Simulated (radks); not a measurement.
**Atomic calculation, with input and output: Ti³⁺**

System: the Ti³⁺ ion in the configuration [Ar] 3d1 (high spin).
Method: scalar-relativistic Kohn-Sham, SCAN, spin-polarised, spherical densities, finite nucleus (the in-house radial solver radks).

**Results in brief**

| quantity | value |
| --- | --- |
| outcome | converged |
| total energy | −852.134302 hartree |
| kinetic energy | 859.413517 hartree |
| electron–nucleus energy | −2002.5374 hartree |
| Hartree energy | 332.414497 hartree |
| exchange–correlation energy | −41.424957 hartree |
| radius at density 0.001 e/bohr³ | 2.76 bohr |
| SCF iterations | 17 |
| hardware | 1 thread of Arm Neoverse V2, 23 GiB of memory available, shared host |

**Input**
```
Z 22
configuration [Ar] 3d1 4s0 4p0
relativity scalar-relativistic
functional scan,scan
spin polarised
nucleus finite rms 3.5921 fm
c 137.035999084
```

Energies in input and log are in hartree, lengths in bohr (the nuclear radius in fm).

The run was one of a batch that the task file lists, launched with:
```bash
python <driver script> task.json out
```

**Output**
```
1s      1   1.0000        -180.90399798
2s      1   1.0000         -21.26982640
2p      1   3.0000         -17.76842482
3s      1   1.0000          -3.59976622
3p      1   3.0000          -2.67054476
3d      1   1.0000          -1.27540330
4s      1   0.0000          -0.93458326
4p      1   0.0000          -0.73135635
1s      2   1.0000        -180.90446097
2s      2   1.0000         -21.25114081
2p      2   3.0000         -17.75455276
3s      2   1.0000          -3.54413770
3p      2   3.0000          -2.61644674
3d      2   0.0000          -1.21746671
4s      2   0.0000          -0.87048729
4p      2   0.0000          -0.67522594
Etot -852.1343020792539
Ekin 859.4135166635526
Encl -2002.537359273427
Eh 332.4144973343818
Exc -41.42495680376139
err 3.5670431981309213e-07
it 17
```

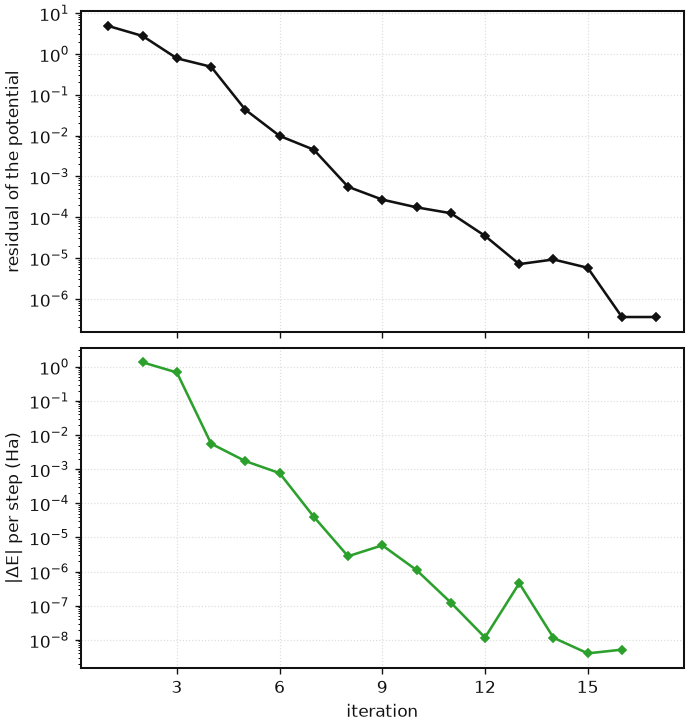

Convergence: residual of the potential and change of the energy from step to step (the smallest changes aren't drawn) against the iteration. The residual falls almost steadily, with no more than small rises or pauses. It goes from 4.8 to 3.6×10⁻⁷ in 17 steps.

**Orbitals**

| orbital | occupation | energy (eV) | ⟨r⟩ (bohr) | outer maximum (bohr) |
| --- | --- | --- | --- | --- |
| 1s down | 1 | −4922.7 | 0.06961 | 0.0456 |
| 1s up | 1 | −4922.6 | 0.06961 | 0.0456 |
| 2s up | 1 | −578.781 | 0.3240 | 0.268 |
| 2s down | 1 | −578.273 | 0.3238 | 0.268 |
| 2p up | 3 | −483.503 | 0.2896 | 0.220 |
| 2p down | 3 | −483.126 | 0.2893 | 0.220 |
| 3s up | 1 | −97.955 | 0.9927 | 0.865 |
| 3s down | 1 | −96.441 | 0.9942 | 0.865 |
| 3p up | 3 | −72.669 | 1.056 | 0.895 |
| 3p down | 3 | −71.197 | 1.057 | 0.895 |
| 3d up | 1 | −34.705 | 1.255 | 0.927 |

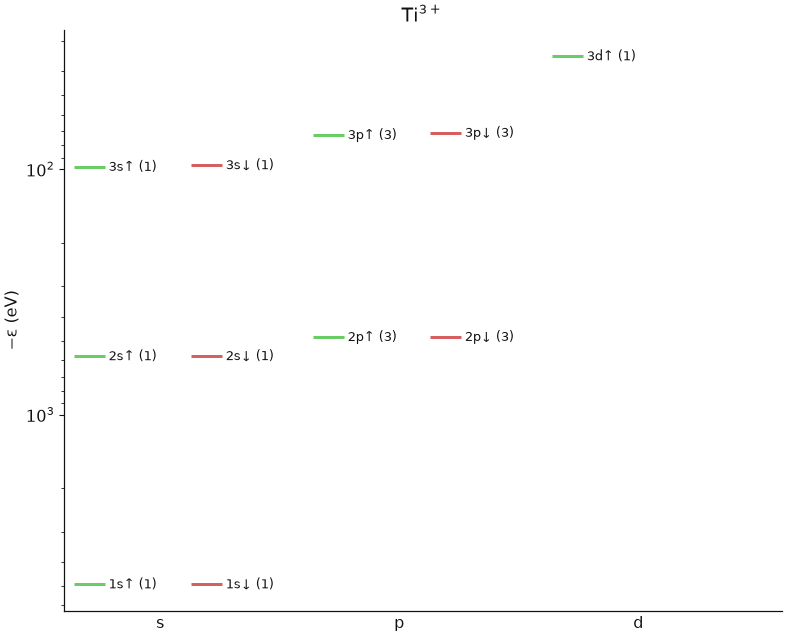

All occupied levels, on a logarithmic scale of binding energy, are drawn (occupations in brackets, up spins at the left of each column and down spins at the right). The highest occupied level is 3d up at −34.7 eV. The highest 7 occupied levels, from the top down, are 3d up (−34.7 eV), 3p down (−71.2 eV), 3p up (−72.7 eV), 3s down (−96.4 eV), 3s up (−98.0 eV), 2p down (−483.1 eV), 2p up (−483.5 eV). The largest exchange splitting (down less up) among the shells drawn in both spins is that of 3s, 1.51 eV. The measured ionisation energy (NIST) is 43.3 eV; minus the highest level, 34.7 eV, lies 20 % below it, as is usual for a semilocal functional, whose potential decays too fast.

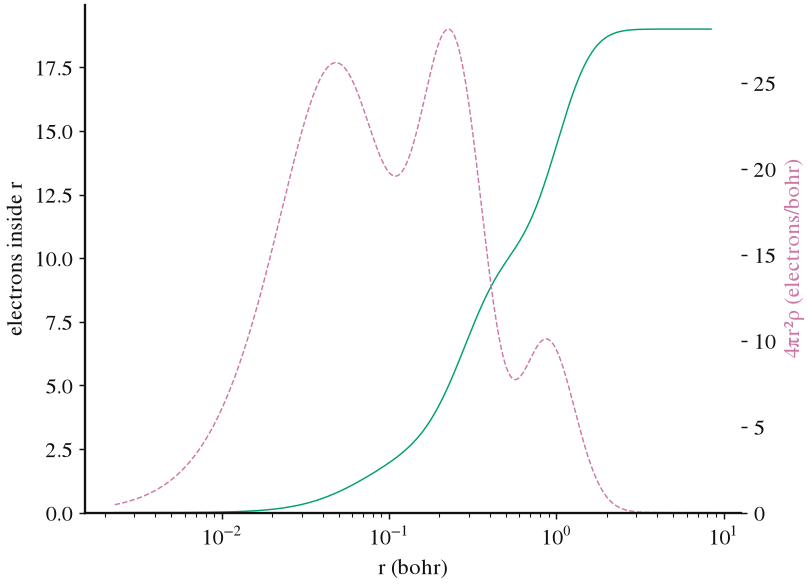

The number of electrons inside radius r (solid) and the radial density 4πr²ρ (dashed). The count levels off at 19 electrons. Half of them lie within 0.460 bohr, 90 % within 1.37 bohr and 99 % within 2.17 bohr. The radial density has minima at 0.109 and 0.567 bohr, where the count stands at 2.1 and 10.4; these part the shells that the density resolves.
